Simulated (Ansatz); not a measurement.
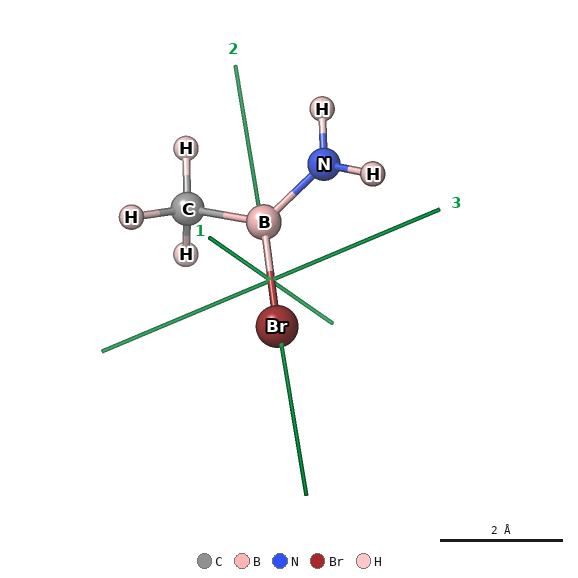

The three principal axes of inertia are drawn and numbered. Depth is shown by fading: the farther an atom, the more it takes the colour of the background. The computed structure is the end point of a PBE0-D4/def2-TZVP optimisation. Masses are those of the most abundant isotopes; constants are for the rigid equilibrium geometry.

**Which line is the a axis (least moment of inertia), which b and which c?**

a is line 2, b is line 3, c is line 1; the moments are 60.9, 178, 236 u Å².

**What kind of rotor is it, and what are its rotational constants in GHz?**

An asymmetric top (Cs): A = 8.30, B = 2.84, C = 2.14 GHz. Ray's parameter κ is −0.77, nearer the prolate limit.
